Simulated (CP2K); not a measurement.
Band structure of RbH (Fm-3m, 2 atoms in the cell).

```
RbH
1.0
    4.24841     0.00000     0.00000
    2.12420     3.67923     0.00000
    2.12420     1.22641     3.46881
Rb H
1 1
Cartesian
  4.24841   2.45282   1.73441
  0.00000   0.00000   0.00000
```

Level of theory: PBEsol, GPW, DZVP-MOLOPT-SR-GTH basis, GTH-PBE potentials (GTH_POTENTIALS) (CP2K 2026.2).

Settings: CUTOFF = 500 Ry; REL_CUTOFF = 50 Ry; KPOINTS/SCHEME = MONKHORST-PACK 5 5 5; XC_FUNCTIONAL = PBE:PBESOL; Rb/BASIS_SET = DZVP-MOLOPT-SR-GTH-q9; Rb/POTENTIAL = GTH-PBE-q9; H/BASIS_SET = DZVP-MOLOPT-SR-GTH-q1; H/POTENTIAL = GTH-PBE-q1; METHOD = GPW; EPS_DEFAULT = 1e-10; EXTRAPOLATION = USE_GUESS; NGRIDS = 5; SCF_GUESS = ATOMIC; EPS_SCF = 1e-07.

The starting cell comes from a database of computed structures (which also holds hypothetical and non-ambient phases and stackings), without a prior relaxation at this level. Values carry the incompleteness of an atom-centred basis. The potentials were made for another functional than the one used.

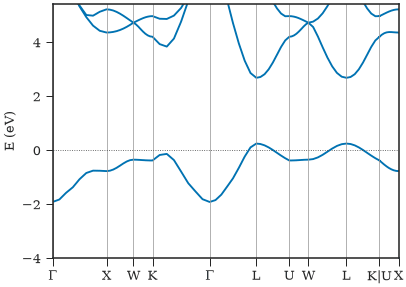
*Bands along the path, energies from the top of the valence band on the SCF mesh.*

Q: Read off roughly the gap and where its edges lie.

A: The gap along the path is about 2.4 eV (computed: 2.44 eV), direct at L to within 0.01 eV.

Levels in eV from the top of the valence band on the SCF mesh, bands 2 to 6:
```tsv
point	2	3	4	5	6
Γ	-9.79	-9.79	-9.79	-1.91	6.90
X	-10.27	-9.97	-9.97	-0.77	4.37
W	-10.12	-10.12	-9.99	-0.34	4.73
K	-10.19	-10.10	-9.93	-0.37	4.21
L	-10.35	-9.85	-9.85	0.25	2.69
U	-10.19	-10.10	-9.93	-0.37	4.21
```

Higher empty bands are left out: an atom-centred basis made for the valence describes them poorly.
